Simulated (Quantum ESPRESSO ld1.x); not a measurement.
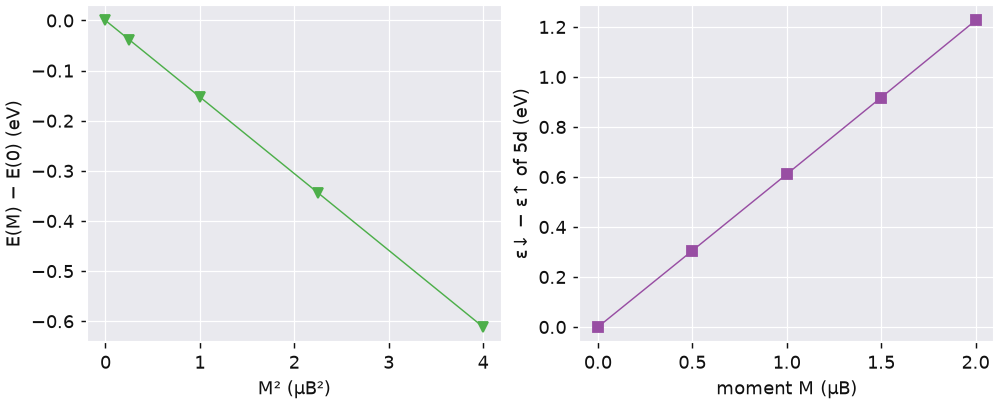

For Au³⁺ in [Xe] 4f14 5d8, the spin moment of the 5d shell is fixed at a series of values. Method: scalar-relativistic Kohn-Sham, LDA (Slater exchange, Perdew-Zunger correlation), spin-polarised, spherical densities, point nucleus; computed with Quantum ESPRESSO ld1.x 7.5. The plot shows the energy and the exchange splitting.

### What is the spin-polarisation energy, and which exchange integral follows?

The energy falls with the moment, to −0.612 eV at M = 2 μB, the largest moment run, in line with Hund's first rule (at fractional spins the functional's fractional-spin error adds to the fall). A fit E = −I M²/4 gives an exchange integral I of about 0.61 eV, and the exchange splitting grows nearly in proportion to M, to 1.23 eV (0.61 eV per μB).
